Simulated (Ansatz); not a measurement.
# H2O3 (trioxidane): levels of theory compared

Wanted: a comparison of 6 runs (B2PLYP/STO-3G, SVWN5/STO-3G, r2SCAN/STO-3G, MP2/STO-3G, BCCD(T)/STO-3G, UCCSD(T)/STO-3G) of H2O3 (trioxidane). 

The calculation is run with Ansatz 0.2.0.

29 further runs of the same task are left out: 1 that didn't finish, 28 set aside as unsound or not needed.

### 1 The system as given

H2O3 has 5 atoms, charge 0, and is taken as a singlet. SMILES: `OOO`. The H4–O1 distance was set to 1.458 Å, away from the relaxed value. At this shape a bond of the SMILES string is far longer than usual.

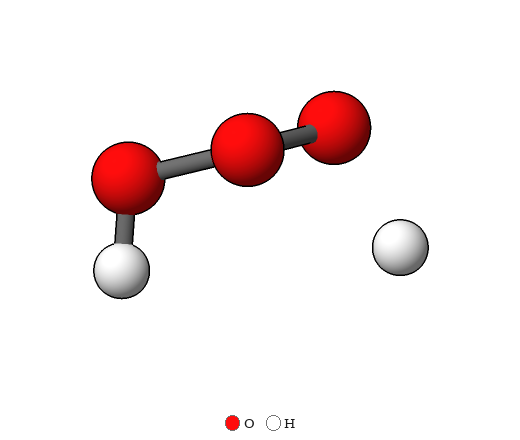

Viewed from a chosen angle; oxygen red, hydrogen white.

### 2 A single-point energy at B2PLYP/STO-3G (run 1)

job.yaml

```yaml
crystal:
  periodic: [false, false, false]
  atoms:
    - symbol: O
      position_ang: [-0.786654, -1.038324, 0.141360]
    - symbol: O
      position_ang: [0.070336, -0.394704, 1.026330]
    - symbol: O
      position_ang: [1.373796, -0.402404, 0.541240]
    - symbol: H
      position_ang: [-1.378730, -0.001520, -0.695970]
    - symbol: H
      position_ang: [1.510706, 0.454496, 0.103520]
basis:
  gaussian: {orbitals: STO-3G}
hamiltonian: {xc: {name: B2PLYP}}
correlation: {frozen_orbitals: {H: 0, O: 1}}
accuracy: high
```

Started as:

```console
$ ansatz run job.yaml --threads 1 --pin off --max-ram 2610MiB --events-out events.jsonl --progress --plain --runs-dir runs
```

What it wrote:

```text
Warning: RAYON_NUM_THREADS=1 ignored (pool sized by the plan → 1); use --threads N
Functional definition: B2PLYP
  name "B2PLYP"
  parameter a = 0.53
  parameter c = 0.27
  exchange = (1 - a)*b88_x + a*exact_x
  correlation = (1 - c)*lyp_c + c*(mp2_os + mp2_ss)
296 factors; integrals over basis functions are off by at most 3.6e-8 eV
mean field evaluation 1: about -6071.9872 eV, gradient 1.5e1 eV
mean field evaluation 2: about -6072.0591 eV, gradient 1.5e1 eV
mean field evaluation 4: about -6072.8579 eV, gradient 2.0e0 eV
mean field evaluation 8: about -6072.8713 eV, gradient 4.0e-2 eV
mean field evaluation 16: about -6072.8713 eV, gradient 1.6e-6 eV
mean field -6072.87131295 eV, -223.1739044109 hartree, gradient 4.0e-8 eV, S^2 0.000000; 0 other end points of the search recorded, 0 dependent functions left out; unrestricted orbitals would lower it
3 core orbitals not correlated: weight in the atoms' cores, before any rotation towards them, 1.000 or more for the frozen orbitals, at most 0.000 for the correlated occupied ones
reference -6072.87132750 eV, -223.1739049457 hartree; 10, 10 occupied and 4, 4 virtual orbitals, 296 factors
second order -5.73258550 eV of doubles, -0.00000000 eV of singles
Total energy: -6074.41912559 eV, -223.2307854762 hartree
```

It took 1.6 s on 1 thread of Intel Xeon Platinum 8259CL at 2.50GHz (Skylake/Cascade Lake), shared host; peak memory 0.11 GiB.

### 3 A single-point energy at SVWN5/STO-3G (run 2)

in.yaml

```yaml
crystal:
  periodic: [false, false, false]
  atoms:
    - symbol: O
      position_ang: [-0.786654, -1.038324, 0.141360]
    - symbol: O
      position_ang: [0.070336, -0.394704, 1.026330]
    - symbol: O
      position_ang: [1.373796, -0.402404, 0.541240]
    - symbol: H
      position_ang: [-1.378730, -0.001520, -0.695970]
    - symbol: H
      position_ang: [1.510706, 0.454496, 0.103520]
basis:
  gaussian: {orbitals: STO-3G}
hamiltonian: {xc: {name: SVWN5}}
accuracy: high
```

Started as:

```console
$ ansatz run in.yaml --threads 1 --pin off --max-ram 2610MiB --events-out events.jsonl --progress --plain --runs-dir runs
```

What it wrote:

```text
Warning: RAYON_NUM_THREADS=1 ignored (pool sized by the plan → 1); use --threads N
Functional definition: SVWN5
  name "SVWN5"
  exchange = slater_x
  correlation = vwn5_c
296 factors; integrals over basis functions are off by at most 3.6e-8 eV
mean field evaluation 1: about -6037.3759 eV, gradient 1.4e1 eV
mean field evaluation 2: about -6036.4797 eV, gradient 2.4e1 eV
mean field evaluation 4: about -6038.0886 eV, gradient 1.5e0 eV
mean field evaluation 8: about -6038.0248 eV, gradient 2.3e-1 eV
mean field evaluation 16: about -6038.0251 eV, gradient 1.4e-6 eV
mean field -6038.02514257 eV, -221.8933312691 hartree, gradient 6.9e-8 eV, S^2 0.000000; 0 other end points of the search recorded, 0 dependent functions left out
reference -6038.02514400 eV, -221.8933313216 hartree; 13, 13 occupied and 4, 4 virtual orbitals, 296 factors
Total energy: -6038.02514400 eV, -221.8933313216 hartree
```

Run time: 0.91 s. Hardware: 1 thread of Intel Xeon Platinum 8259CL at 2.50GHz (Skylake/Cascade Lake), shared host.

### 4 The energy at r2SCAN/STO-3G (run 3)

Edit in.yaml of step 3 so:

```diff
@@ -15,3 +15,3 @@
   gaussian: {orbitals: STO-3G}
-hamiltonian: {xc: {name: SVWN5}}
 accuracy: high
+hamiltonian: {xc: r2scan}
```

Started as:

```console
$ ansatz run in.yaml --threads 1 --pin off --max-ram 2610MiB --events-out events.jsonl --progress --plain --runs-dir runs
```

What it wrote:

```text
Warning: RAYON_NUM_THREADS=1 ignored (pool sized by the plan → 1); use --threads N
Functional definition: r2SCAN
  name "r2SCAN"
  parameter k0 = 0.174
  parameter k1 = 0.065
  parameter a1 = 4.9479
  exchange = r2scan_x(k0 = k0, k1 = k1, a1 = a1)
  correlation = r2scan_c
296 factors; integrals over basis functions are off by at most 3.6e-8 eV
mean field evaluation 1: about -6080.2653 eV, gradient 1.4e1 eV
mean field evaluation 2: about -6079.5749 eV, gradient 2.1e1 eV
mean field evaluation 4: about -6080.8694 eV, gradient 8.6e-1 eV
mean field evaluation 8: about -6080.7863 eV, gradient 7.7e-2 eV
mean field evaluation 16: about -6080.7863 eV, gradient 9.9e-8 eV
mean field -6080.78629669 eV, -223.4647746984 hartree, gradient 1.5e-8 eV, S^2 0.000000; 0 other end points of the search recorded, 0 dependent functions left out
reference -6080.78629699 eV, -223.4647747095 hartree; 13, 13 occupied and 4, 4 virtual orbitals, 296 factors
Total energy: -6080.78629699 eV, -223.4647747095 hartree
```

It took 3.9 s on 1 thread of Intel Xeon Platinum 8259CL at 2.50GHz (Skylake/Cascade Lake), shared host; peak memory 0.14 GiB.

Runs 4 to 5 aren't shown in full; the table further down has their settings and results.

### 5 The energy at UCCSD(T)/STO-3G (run 6)

run.yaml

```yaml
crystal:
  periodic: [false, false, false]
  atoms:
    - {symbol: O, position_ang: [-0.786654, -1.038324, 0.141360]}
    - {symbol: O, position_ang: [0.070336, -0.394704, 1.026330]}
    - {symbol: O, position_ang: [1.373796, -0.402404, 0.541240]}
    - {symbol: H, position_ang: [-1.378730, -0.001520, -0.695970]}
    - {symbol: H, position_ang: [1.510706, 0.454496, 0.103520]}
basis:
  gaussian:
    orbitals: STO-3G
magnetization:
  spin_polarized: true
  initial_magnetization: 0
correlation:
  method: ccsd_t
  frozen_orbitals: {H: 0, O: 1}
accuracy: high
scf:
  omitted_lower_state_checks: [cluster_reference, increment]
```

Started as:

```console
$ ansatz run run.yaml --threads 1 --pin off --max-ram 2610MiB --events-out events.jsonl --progress --plain --runs-dir runs
```

What it wrote:

```text
Warning: RAYON_NUM_THREADS=1 ignored (pool sized by the plan → 1); use --threads N
Functional definition: HF
  name "HF"
  exchange = exact_x
  correlation = 0
these checks for a lower state are left out or cut short: cluster_reference, increment
296 factors; integrals over basis functions are off by at most 3.6e-8 eV
mean field evaluation 1: about -6052.1947 eV, gradient 1.2e1 eV
mean field evaluation 2: about -6052.4097 eV, gradient 1.2e1 eV
mean field evaluation 4: about -6053.6087 eV, gradient 1.0e0 eV
mean field evaluation 8: about -6053.6206 eV, gradient 2.3e-2 eV
mean field evaluation 16: about -6053.9144 eV, gradient 1.7e0 eV
mean field evaluation 32: about -6053.8868 eV, gradient 1.8e0 eV
mean field -6054.25496384 eV, -222.4897661996 hartree, gradient 2.0e-8 eV, S^2 0.558102; 3 other end points of the search recorded, 0 dependent functions left out
3 core orbitals not correlated: weight in the atoms' cores, before any rotation towards them, 1.000 or more for the frozen orbitals, at most 0.000 for the correlated occupied ones
reference -6054.25496384 eV, -222.4897661996 hartree; 10, 10 occupied and 4, 4 virtual orbitals, 296 factors
second order -3.01029333 eV of doubles, -0.00000000 eV of singles
cycle   1  -3.71992766 eV  change   -7.1e-1 eV  update   9.0e-2
cycle   2  -4.23674643 eV  change   -5.2e-1 eV  update   5.9e-2
cycle   3  -4.51555709 eV  change   -2.8e-1 eV  update   4.4e-2
cycle   4  -4.78390485 eV  change   -2.7e-1 eV  update   3.4e-2
cycle   5  -4.93209638 eV  change   -1.5e-1 eV  update   2.1e-2
cycle   6  -5.02538677 eV  change   -9.3e-2 eV  update   1.1e-2
cycle   7  -5.03708121 eV  change   -1.2e-2 eV  update   4.7e-3
cycle   8  -5.05054590 eV  change   -1.3e-2 eV  update   1.9e-3
cycle   9  -5.05204337 eV  change   -1.5e-3 eV  update   6.8e-4
cycle  10  -5.05120442 eV  change    8.4e-4 eV  update   2.8e-4
cycle  11  -5.05161768 eV  change   -4.1e-4 eV  update   1.5e-4
cycle  12  -5.05152536 eV  change    9.2e-5 eV  update   6.6e-5
cycle  13  -5.05153159 eV  change   -6.2e-6 eV  update   2.7e-5
cycle  14  -5.05147828 eV  change    5.3e-5 eV  update   1.3e-5
cycle  15  -5.05146128 eV  change    1.7e-5 eV  update   7.0e-6
cycle  16  -5.05146175 eV  change   -4.7e-7 eV  update   4.3e-6
cycle  17  -5.05146802 eV  change   -6.3e-6 eV  update   2.8e-6
cycle  18  -5.05147322 eV  change   -5.2e-6 eV  update   1.6e-6
cycle  19  -5.05147246 eV  change    7.6e-7 eV  update   9.8e-7
cycle  20  -5.05147002 eV  change    2.4e-6 eV  update   5.7e-7
cycle  21  -5.05146833 eV  change    1.7e-6 eV  update   3.2e-7
cycle  22  -5.05146794 eV  change    3.8e-7 eV  update   1.6e-7
cycle  23  -5.05146762 eV  change    3.2e-7 eV  update   1.1e-7
cycle  24  -5.05146747 eV  change    1.5e-7 eV  update   7.9e-8
cycle  25  -5.05146745 eV  change    2.7e-8 eV  update   5.4e-8
cycle  26  -5.05146737 eV  change    7.6e-8 eV  update   1.4e-7
cycle  27  -5.05146737 eV  change   -4.0e-9 eV  update   5.6e-8
cycle  28  -5.05146739 eV  change   -1.9e-8 eV  update   2.6e-8
cycle  29  -5.05146742 eV  change   -2.8e-8 eV  update   1.2e-8
cycle  30  -5.05146745 eV  change   -2.4e-8 eV  update   6.0e-9
cycle  31  -5.05146746 eV  change   -1.1e-8 eV  update   3.1e-9
cycle  32  -5.05146746 eV  change   -6.0e-9 eV  update   1.7e-9
cycle  33  -5.05146747 eV  change   -2.7e-9 eV  update   1.1e-9
cycle  34  -5.05146747 eV  change   -4.2e-9 eV  update  7.2e-10
cycle  35  -5.05146747 eV  change   -3.2e-9 eV  update  4.3e-10
cycle  36  -5.05146747 eV  change   -1.6e-9 eV  update  2.1e-10
perturbative correction -0.09165444 eV, -0.0033682386 hartree
Total energy: -6059.39808575 eV, -222.6787724439 hartree
Checks for a lower state left out: cluster_reference, increment
```

Run time: 1.2 s. Hardware: 1 thread of Intel Xeon Platinum 8259CL at 2.50GHz (Skylake/Cascade Lake), shared host.

### 6 Overview of the runs

```tsv
run	level	frozen core orbitals	energy (Eh)	wall time
1	B2PLYP/STO-3G	3	-223.230785	1.6 s
2	SVWN5/STO-3G	–	-221.893331	0.91 s
3	r2SCAN/STO-3G	–	-223.464775	3.9 s
4	MP2/STO-3G	3	-222.615902	0.14 s
5	BCCD(T)/STO-3G	3	-222.679214	0.43 s
6	UCCSD(T)/STO-3G	3	-222.678772	1.2 s
```

### 7 Results

```
                                          quantity          value
                               run 6: total energy  -222.67877 Eh
run 6: correlation energy (3 core orbitals frozen)     -189.0 mEh
                             run 6: (T) correction      -3.37 mEh
          run 6: ⟨S²⟩ of the reference determinant          0.558
                              run 6: T1 diagnostic          0.064
```

Totals of different functionals can't be ranked against each other. In runs 1, 4, 5 the log says that unrestricted orbitals would lower the reference, so the values rest on an unstable closed-shell determinant (other closed-shell runs at this shape may share the fault). In runs 1, 2, 3, 4, 5, 6 the basis is minimal, so the values are rough. Spin contamination of the reference: run 6 ⟨S²⟩ = 0.56. All runs together took 8.2 s, the longest 3.9 s.
